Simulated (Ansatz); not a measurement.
# CH$_{9}$BSi$_{2}$: what the fields show

The calculation's input:

```
crystal:
  periodic: [false, false, false]
  atoms:
    - { symbol: C, position_ang: [-1.4431, -0.0658, 1.2686] }
    - { symbol: Si, position_ang: [0.0566, -1.0017, 0.9097] }
    - { symbol: B, position_ang: [1.263, 0.0891, -0.1294] }
    - { symbol: Si, position_ang: [0.8407, 0.7801, -1.8551] }
    - { symbol: H, position_ang: [-1.2302, 0.8885, 1.8077] }
    - { symbol: H, position_ang: [-1.9726, 0.278, 0.2966] }
    - { symbol: H, position_ang: [-2.1657, -0.6381, 1.8568] }
    - { symbol: H, position_ang: [0.16876, -0.26793, -0.33934] }
    - { symbol: H, position_ang: [0.6931, -1.3694, 2.2238] }
    - { symbol: H, position_ang: [2.3684, 0.3368, 0.3405] }
    - { symbol: H, position_ang: [0.4405, -0.3579, -2.7195] }
    - { symbol: H, position_ang: [1.8861, 1.5664, -2.4079] }
    - { symbol: H, position_ang: [-0.4719, 1.6462, -1.712] }
magnetization:
  spin_polarized: true
basis:
  gaussian: { orbitals: "6-31G*" }
hamiltonian:
  xc: b3lyp
  dispersion: d4
relax:
  f_tol: 0.02
  max_steps: 50
output:
  orbitals: {}
```

Command:

```sh
ansatz run input.yaml --threads 2 --pin off --max-ram 3072MiB --backend cpu --events-out ev --progress --plain --runs-dir out
```

The fields are those of the run's last geometry, not of the input's.

The calculation used UKS B3LYP-D4/6-31G* in Ansatz 0.2.0.

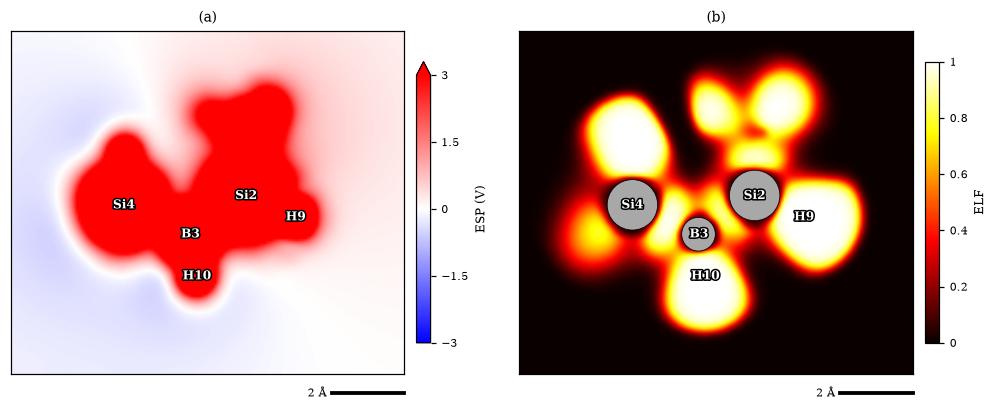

Figure 1. (a) electrostatic potential; (b) electron localisation function on the plane of atoms Si2, B3 and Si4. Grey discs cover the atomic cores in the ELF map.

### Read the bonding off the picture.

- The plane passes through Si, B and H nuclei.
- Si–B (1.89 Å): the ELF peaks at about 0.90 between the atoms; a shared electron pair.
- Si–B (2.01 Å): the ELF peaks at about 1 between the atoms, as expected for a covalent bond.
- B–H (1.20 Å): the ELF climbs to about 1 towards the hydrogen, as it does in any bond to H; an ordinary covalent bond to hydrogen.
- Si–H (1.49 Å): the ELF climbs to about 1 towards the hydrogen.
- Outside the dense part of the molecule the potential is most negative (−0.5 V) near H12, which lies off the plane.

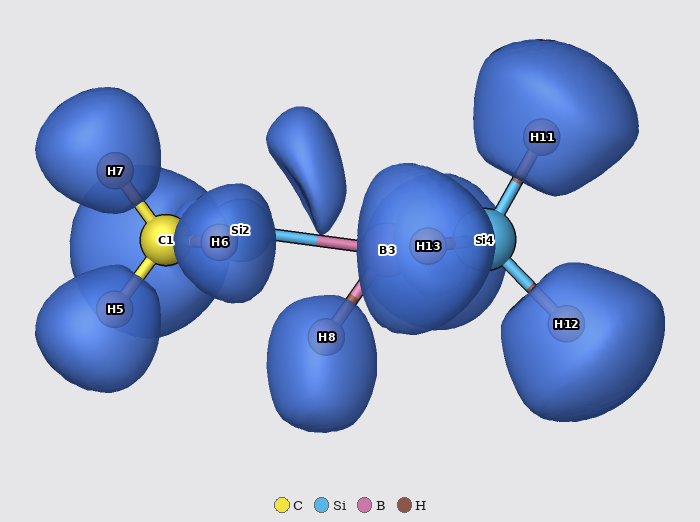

Figure 2. Isosurface of the ELF at 0.9 (blue), seen from one side. Core shells and regions of very low density are left out.

### Identify the bonds, lone pairs and shells in this picture.

The surface consists of one region between bonded B–Si atoms (shared pairs), one region between bonded C–Si atoms (shared pairs), nine regions around hydrogen nuclei and one lobe on Si, pointing away from the bonds (lone pairs).


C–Si (1.88 Å): the ELF peaks at about 0.95 between the atoms; a covalent bond.

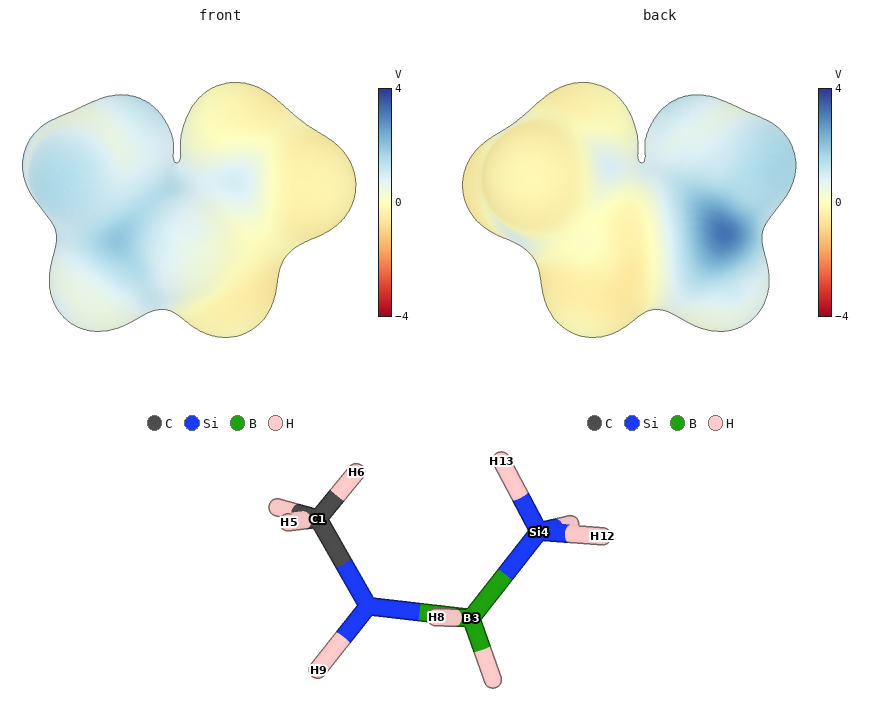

Figure 3. The molecular electrostatic potential painted on the density surface at 0.004 e/bohr³, seen from the front and from behind; red is negative and blue positive. The bare structure is drawn below in the same view.

### Where is the surface potential most negative and most positive?

The most negative region (about −0.5 V) lies over H10, the most positive (about +3.0 V) over Si2.
